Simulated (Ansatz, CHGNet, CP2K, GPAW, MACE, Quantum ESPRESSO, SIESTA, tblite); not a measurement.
## Atom list for Random packing of Sn (61 atoms)

The starting structure: 61 atoms (61 Sn) packed at random in a cube at 7.11 g/cm³ and pushed apart as soft spheres; a start for melting by ab initio MD, not an equilibrated structure. Then every atom was moved at random, 0.05 Å r.m.s. a Cartesian component.

Geometry: the built cell with every atom moved at random. Computed with Quantum ESPRESSO 7.5: Kohn-Sham DFT, PBE, SSSP efficiency 1.3.0 pseudopotentials, plane waves; sssp-1.3.0-efficiency; 45/360 Ry; levels smeared at 580 K; Γ point; density 7.11 g/cm³.

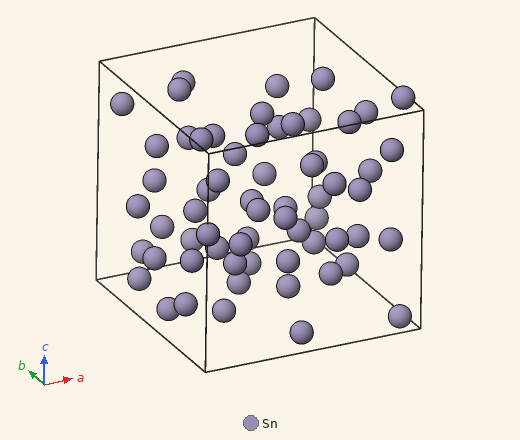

The structure (tin purple). Some periodic images of atoms are drawn too.

Cell vectors (Å):

```
11.914 0.000 0.000
0.000 11.914 0.000
0.000 0.000 11.914
```

Positions in Å, forces in eV/Å:

```csv
atom,x,y,z,fx,fy,fz
Sn1,11.627,1.693,0.022,-1.021,-0.920,1.710
Sn2,5.331,0.032,1.098,0.994,-0.415,0.714
Sn3,9.605,6.442,11.356,-1.512,1.168,-1.779
Sn4,3.112,4.125,0.997,0.754,0.948,1.574
Sn5,7.430,6.866,8.985,1.487,0.786,0.040
Sn6,3.799,6.304,3.364,-1.385,0.783,1.022
Sn7,4.738,3.759,6.313,0.088,0.524,1.331
Sn8,2.201,0.680,6.252,2.235,1.173,-0.719
Sn9,8.683,1.739,11.174,-1.059,0.221,1.682
Sn10,5.376,1.707,4.262,-1.257,-0.634,-2.044
Sn11,2.602,9.934,3.205,0.625,-0.381,-0.365
Sn12,4.034,10.002,7.744,-1.688,2.131,1.982
Sn13,4.074,10.758,10.426,0.132,0.388,0.914
Sn14,1.320,8.156,8.619,0.075,-0.866,-1.131
Sn15,1.025,6.059,0.684,0.496,-1.989,-2.199
Sn16,7.239,0.429,8.646,-0.494,-1.466,0.488
Sn17,6.143,2.899,11.074,0.248,-0.425,-0.391
Sn18,0.055,0.042,7.494,-0.845,-1.211,1.019
Sn19,10.574,0.783,9.675,0.259,-1.601,-1.295
Sn20,11.165,4.763,9.936,-0.318,0.129,-1.497
Sn21,5.702,8.217,7.279,2.578,-1.517,2.052
Sn22,7.241,4.210,4.506,0.085,0.122,0.855
Sn23,8.146,9.758,5.055,0.344,1.461,0.492
Sn24,0.390,2.987,2.368,1.998,-0.402,-1.029
Sn25,3.660,1.897,11.409,0.170,-1.855,-1.343
Sn26,1.345,3.424,10.978,0.535,1.189,-1.384
Sn27,11.108,9.510,3.331,-1.501,1.128,3.926
Sn28,3.653,6.631,9.358,-0.757,-0.510,-1.504
Sn29,2.454,11.682,1.142,1.281,0.904,-0.778
Sn30,5.781,5.514,10.609,-0.068,0.143,-0.259
Sn31,4.888,1.103,6.983,0.041,-0.869,1.979
Sn32,7.579,0.730,5.410,0.328,-2.033,1.042
Sn33,9.842,7.614,1.905,-2.180,1.604,0.184
Sn34,7.944,2.054,2.933,0.413,-2.061,-2.701
Sn35,2.403,3.629,8.435,0.405,0.568,-0.857
Sn36,10.453,9.489,7.663,0.382,-0.519,-1.339
Sn37,4.864,9.386,5.014,0.420,0.564,-2.487
Sn38,10.337,0.303,5.053,0.161,-1.838,-1.096
Sn39,0.417,10.202,10.224,-0.094,0.905,0.953
Sn40,11.391,4.661,6.745,0.714,-0.597,0.397
Sn41,3.337,3.445,3.816,-1.712,0.097,-0.538
Sn42,5.124,6.482,1.129,0.173,1.901,-0.753
Sn43,7.554,10.091,0.169,-0.013,1.359,-0.316
Sn44,2.369,5.938,5.823,-0.646,-0.323,1.183
Sn45,2.127,9.910,5.840,-1.684,-1.051,0.242
Sn46,0.482,6.593,3.331,0.683,-1.211,0.996
Sn47,0.320,2.256,5.070,1.930,0.440,0.604
Sn48,2.547,8.199,11.435,2.376,0.171,-1.262
Sn49,9.389,1.865,7.290,1.451,0.946,-0.377
Sn50,10.094,3.401,3.972,-1.318,1.646,0.910
Sn51,8.762,9.725,9.737,-0.470,-0.141,0.060
Sn52,0.709,8.641,1.301,0.548,0.057,-0.586
Sn53,0.123,7.772,5.736,-0.688,0.647,1.277
Sn54,9.273,6.445,6.866,-0.201,0.406,-0.122
Sn55,6.712,8.719,2.252,-0.782,-0.186,1.194
Sn56,10.375,5.039,1.670,-0.924,-2.445,0.326
Sn57,5.679,6.277,5.540,-1.136,-0.313,-0.296
Sn58,7.971,7.108,4.356,1.486,-0.774,-0.843
Sn59,7.455,3.310,8.401,-1.087,2.094,0.504
Sn60,6.769,4.339,1.506,1.254,-0.250,0.670
Sn61,11.804,11.152,1.341,-2.310,2.198,-1.028
```

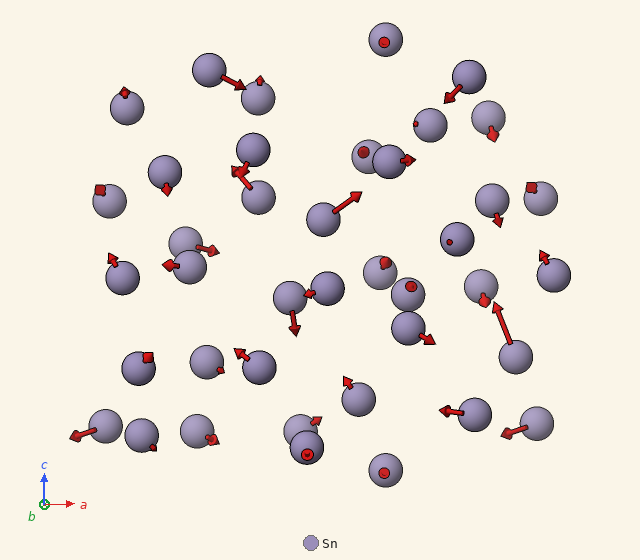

The forces as arrows, the longest 4.35 eV/Å. Drawn is a slice 7 Å thick, seen along the normal of the ac plane.

Only the Γ point is sampled, in a cell whose shortest periodic width is 12 Å, which is coarse for a cell with partly filled levels.

The r.m.s. force component is 1.18 eV/Å; the longest force, 4.35 eV/Å, acts on Sn27.

[Logs are printed without paths, hosts, clocks, repeated set-up lines and the standing remarks that a program may print on its own settings, such as how far it seeks lower states.]

[Hosts, paths, dates, database ids (printed as entryN), source tags and the programs' standing remarks are cut or masked in the printed files.]
